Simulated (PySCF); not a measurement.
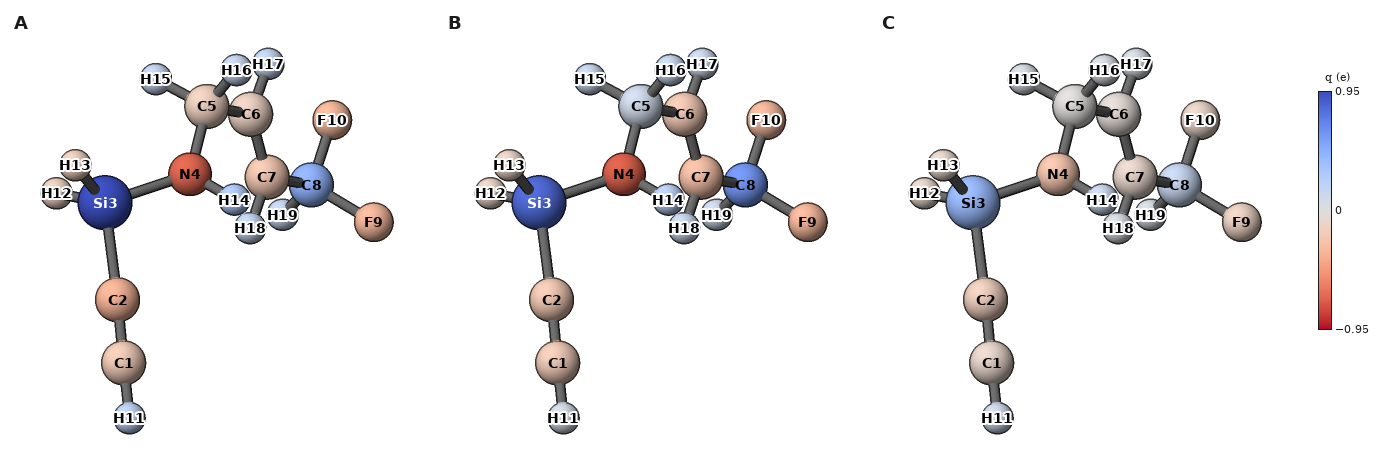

Atomic charges of one calculation by 3 schemes, on one colour scale. The computed structure is the end point of a GFN2-xTB optimisation. No frequency run is at hand to confirm it as a minimum. Level of theory: PBE0/pcSseg-1 (PySCF 2.14.0).

> The schemes are Hirshfeld, IAO, Mulliken. Which panel shows which?

A IAO, B Mulliken, C Hirshfeld.

List the charges (e), one line for each set of equivalent atoms.

```
atom    IAO  Mulliken  Hirshfeld
  C1  −0.18     −0.18      −0.08
  C2  −0.33     −0.20      −0.15
 Si3   0.92      0.81       0.39
  N4  −0.68     −0.70      −0.23
  C5  −0.14      0.09      −0.01
  C6  −0.13     −0.20      −0.04
  C7  −0.21     −0.26      −0.08
  C8   0.45      0.59       0.15
  F9  −0.31     −0.31      −0.12
 F10  −0.31     −0.30      −0.10
 H11   0.20      0.07       0.10
 H12  −0.14     −0.10      −0.07
 H13  −0.15     −0.11      −0.08
 H14   0.27      0.20       0.12
 H15   0.15      0.13       0.05
 H16   0.14      0.13       0.04
 H17   0.16      0.11       0.05
 H18   0.16      0.13       0.04
 H19   0.14      0.10       0.05
```

The geometry is semi-empirical. Around Si such bond lengths and angles can be off by a tenth of an ångström or more and by several degrees, and values that hang on the shape move with them.
